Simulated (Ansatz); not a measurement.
# doublet C3H12GaN+ at 3 levels

Aim: a comparison of 3 runs (UHF/3-21G, UB3LYP/6-31G*) of doublet C3H12GaN+. 

Program for the calculation: Ansatz 0.2.0.

39 further runs of the same task are left out: 2 that didn't finish, 37 set aside as unsound or not needed.

### Step 1. The system as given

C3H12GaN+ has 17 atoms, charge +1, and is taken as a doublet. SMILES of the parent species: `C[Ga-](C)(C)[NH3+]`. Geometry: relaxed at PBE0-D4/def2-TZVP. That shape belongs to the parent species and isn't relaxed for this state.

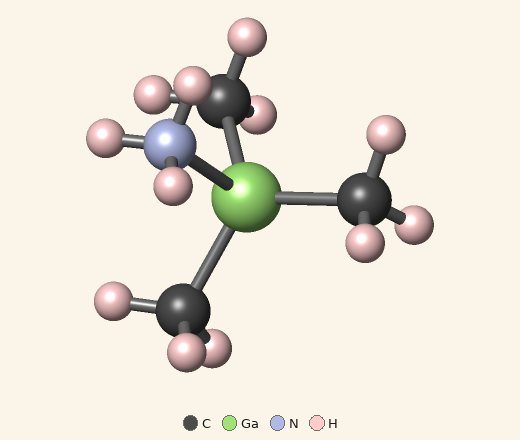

Viewed from a chosen angle; carbon dark grey, gallium green, nitrogen light blue, hydrogen pink.

### Step 2. A single-point energy at UHF/3-21G (run 1)

Input file job.yaml:

```yaml
crystal:
  periodic: [false, false, false]
  atoms:
    - {symbol: C, position_ang: [-0.724690, 0.767350, -1.780960]}
    - {symbol: Ga, position_ang: [0.155500, -0.156590, -0.247090]}
    - {symbol: C, position_ang: [2.027140, 0.365110, 0.206730]}
    - {symbol: C, position_ang: [-0.422310, -2.018890, 0.176160]}
    - {symbol: N, position_ang: [-0.870130, 0.876400, 1.382070]}
    - {symbol: H, position_ang: [-0.337770, 0.382760, -2.729300]}
    - {symbol: H, position_ang: [-0.538820, 1.845740, -1.776900]}
    - {symbol: H, position_ang: [-1.807520, 0.609810, -1.793330]}
    - {symbol: H, position_ang: [2.328700, 0.007070, 1.195860]}
    - {symbol: H, position_ang: [2.727720, -0.067300, -0.513810]}
    - {symbol: H, position_ang: [2.173270, 1.449260, 0.179340]}
    - {symbol: H, position_ang: [-0.082930, -2.343380, 1.164610]}
    - {symbol: H, position_ang: [-0.002060, -2.721570, -0.549520]}
    - {symbol: H, position_ang: [-1.509750, -2.134500, 0.136040]}
    - {symbol: H, position_ang: [-0.554260, 0.531670, 2.281190]}
    - {symbol: H, position_ang: [-1.871800, 0.734050, 1.323650]}
    - {symbol: H, position_ang: [-0.690280, 1.873060, 1.345280]}
basis:
  gaussian:
    orbitals: 3-21G-spherical.json
total_charge: 1
magnetization:
  spin_polarized: true
  initial_magnetization: 1
hamiltonian:
  xc: hf
accuracy: high
output: {orbitals: {seedname: orbitals}}
```

The basis set 3-21G is read from a file made from the Basis Set Exchange's data (not shown).

Command:

```bash
$ ansatz run job.yaml --threads 1 --pin off --max-ram 3480MiB --events-out events.jsonl --progress --plain --runs-dir runs
```

Output:

```text
Warning: RAYON_NUM_THREADS=1 ignored (pool sized by the plan → 1); use --threads N
Functional definition: HF
  name "HF"
  exchange = exact_x
  correlation = 0
1929 factors; integrals over basis functions are off by at most 7.9e-9 eV
mean field evaluation 1: about -56804.1491 eV, gradient 3.0e1 eV
mean field evaluation 2: about -56804.4029 eV, gradient 3.1e1 eV
mean field evaluation 4: about -56808.7288 eV, gradient 2.3e0 eV
mean field evaluation 8: about -56808.8086 eV, gradient 2.1e-1 eV
mean field evaluation 16: about -56808.7725 eV, gradient 2.3e0 eV
mean field evaluation 32: about -56808.1550 eV, gradient 6.5e0 eV
mean field evaluation 64: about -56808.8470 eV, gradient 2.3e-2 eV
mean field evaluation 96: about -56808.8046 eV, gradient 6.1e-2 eV
mean field evaluation 128: about -56808.8472 eV, gradient 1.1e-4 eV
mean field evaluation 160: about -56807.7337 eV, gradient 1.2e1 eV
mean field evaluation 192: about -56808.8473 eV, gradient 1.7e-5 eV
mean field -56808.84728847 eV, -2087.6866314317 hartree, gradient 2.0e-8 eV, S^2 0.767660; 2 other end points of the search recorded, 0 dependent functions left out
reference -56808.84728847 eV, -2087.6866314317 hartree; 34, 33 occupied and 48, 49 virtual orbitals, 1929 factors
Total energy: -56808.84728847 eV, -2087.6866314317 hartree
```

Run time: 21 s. Hardware: 1 thread of Arm Neoverse V1, shared host; peak memory 0.39 GiB.

### Step 3. A single-point energy at UB3LYP/6-31G(d) (spherical functions) (run 2)

Input file molecule.yaml:

```yaml
basis:
  gaussian: {orbitals: 6-31G_st_-spherical.json}
crystal:
  periodic: [false, false, false]
  atoms:
    - {symbol: C, position_ang: [-0.724690, 0.767350, -1.780960]}
    - {symbol: Ga, position_ang: [0.155500, -0.156590, -0.247090]}
    - {symbol: C, position_ang: [2.027140, 0.365110, 0.206730]}
    - {symbol: C, position_ang: [-0.422310, -2.018890, 0.176160]}
    - {symbol: "N", position_ang: [-0.870130, 0.876400, 1.382070]}
    - {symbol: H, position_ang: [-0.337770, 0.382760, -2.729300]}
    - {symbol: H, position_ang: [-0.538820, 1.845740, -1.776900]}
    - {symbol: H, position_ang: [-1.807520, 0.609810, -1.793330]}
    - {symbol: H, position_ang: [2.328700, 0.007070, 1.195860]}
    - {symbol: H, position_ang: [2.727720, -0.067300, -0.513810]}
    - {symbol: H, position_ang: [2.173270, 1.449260, 0.179340]}
    - {symbol: H, position_ang: [-0.082930, -2.343380, 1.164610]}
    - {symbol: H, position_ang: [-0.002060, -2.721570, -0.549520]}
    - {symbol: H, position_ang: [-1.509750, -2.134500, 0.136040]}
    - {symbol: H, position_ang: [-0.554260, 0.531670, 2.281190]}
    - {symbol: H, position_ang: [-1.871800, 0.734050, 1.323650]}
    - {symbol: H, position_ang: [-0.690280, 1.873060, 1.345280]}
magnetization: {spin_polarized: true, initial_magnetization: 1}
accuracy: high
total_charge: 1
hamiltonian: {xc: {name: B3LYP}}
output: {orbitals: {seedname: orbitals}}
```

The basis set 6-31G* is read from a file made from the Basis Set Exchange's data (not shown).

Command:

```bash
$ ansatz run molecule.yaml --threads 1 --pin off --max-ram 3480MiB --events-out events.jsonl --progress --plain --runs-dir runs
```

Output:

```text
Warning: RAYON_NUM_THREADS=1 ignored (pool sized by the plan → 1); use --threads N
Functional definition: B3LYP
  name "B3LYP"
  parameter a0 = 0.2
  parameter ax = 0.72
  parameter ac = 0.81
  exchange = (1 - a0 - ax)*slater_x + ax*b88_x + a0*exact_x
  correlation = (1 - ac)*vwn_rpa_c + ac*lyp_c
2790 factors; integrals over basis functions are off by at most 7.7e-9 eV
mean field evaluation 1: about -57140.1226 eV, gradient 6.9e1 eV
mean field evaluation 2: about -57127.1866 eV, gradient 8.3e1 eV
mean field evaluation 4: about -57159.9154 eV, gradient 1.2e1 eV
mean field evaluation 8: about -57160.8575 eV, gradient 9.1e-1 eV
mean field evaluation 16: about -57161.1285 eV, gradient 4.4e-2 eV
mean field evaluation 32: about -57161.1286 eV, gradient 1.1e-6 eV
mean field evaluation 64: about -57161.1286 eV, gradient 4.1e-2 eV
mean field -57161.12862221 eV, -2100.6327316615 hartree, gradient 8.6e-8 eV, S^2 0.755788; 6 other end points of the search recorded, 0 dependent functions left out
reference -57161.12867228 eV, -2100.6327335018 hartree; 34, 33 occupied and 78, 79 virtual orbitals, 2790 factors
Total energy: -57161.12867228 eV, -2100.6327335018 hartree
```

It took 2.9 min on 1 thread of Arm Neoverse V1, shared host; peak memory 0.78 GiB.

### Step 4. A single-point energy at UB3LYP/6-31G(d) (Cartesian functions) (run 3)

molecule.yaml, as its differences from that of step 3:

```diff
@@ -1,3 +1 @@
-basis:
-  gaussian: {orbitals: 6-31G_st_-spherical.json}
 crystal:
@@ -22,6 +20,8 @@
     - {symbol: H, position_ang: [-0.690280, 1.873060, 1.345280]}
+basis:
+  gaussian: {orbitals: "6-31G*"}
+total_charge: 1
 magnetization: {spin_polarized: true, initial_magnetization: 1}
+hamiltonian: {xc: {name: B3LYP}}
 accuracy: high
-total_charge: 1
-hamiltonian: {xc: {name: B3LYP}}
 output: {orbitals: {seedname: orbitals}}
```

Command:

```bash
$ ansatz run molecule.yaml --threads 1 --pin off --max-ram 3480MiB --events-out events.jsonl --progress --plain --runs-dir runs
```

Output, shortened:

```text
Warning: RAYON_NUM_THREADS=1 ignored (pool sized by the plan → 1); use --threads N
[... 7 set-up lines as earlier in the session ...]
2825 factors; integrals over basis functions are off by at most 6.4e-9 eV
mean field evaluation 1: about -57140.4202 eV, gradient 7.0e1 eV
mean field evaluation 2: about -57127.3199 eV, gradient 8.4e1 eV
mean field evaluation 4: about -57160.1987 eV, gradient 1.3e1 eV
mean field evaluation 8: about -57161.1496 eV, gradient 9.3e-1 eV
mean field evaluation 16: about -57161.3620 eV, gradient 4.6e-2 eV
mean field evaluation 32: about -57161.3621 eV, gradient 9.8e-7 eV
mean field evaluation 64: about -57161.3621 eV, gradient 4.3e-2 eV
mean field -57161.36209984 eV, -2100.6413118063 hartree, gradient 8.1e-8 eV, S^2 0.755767; 6 other end points of the search recorded, 0 dependent functions left out
reference -57161.36214979 eV, -2100.6413136419 hartree; 34, 33 occupied and 85, 86 virtual orbitals, 2825 factors
Total energy: -57161.36214979 eV, -2100.6413136419 hartree
```

Run time: 3 min. Hardware: 1 thread of Arm Neoverse V1, shared host; peak memory 0.81 GiB.

### Step 5. All runs side by side

| run | level | Cartesian functions | energy (Eh) | HOMO energy (eV) | LUMO energy (eV) | ⟨S²⟩ | wall time |
| --- | --- | --- | --- | --- | --- | --- | --- |
| 1 | UHF/3-21G | no | -2087.686631 | -13.96 | -6.67 | 0.768 | 21 s |
| 2 | UB3LYP/6-31G* (spherical functions) | no | -2100.632734 | -11.50 | -10.57 | 0.756 | 2.9 min |
| 3 | UB3LYP/6-31G* (Cartesian functions) | yes | -2100.641314 | -11.49 | -10.56 | 0.756 | 3 min |

### Step 6. What came out

```
                                 quantity           value
                      run 3: total energy  -2100.64131 Eh
run 3: HOMO energy (highest over α and β)       -11.49 eV
 run 3: LUMO energy (lowest over α and β)       -10.56 eV
                              run 3: ⟨S²⟩           0.756
```

All runs together took 6.2 min, the longest 3 min.
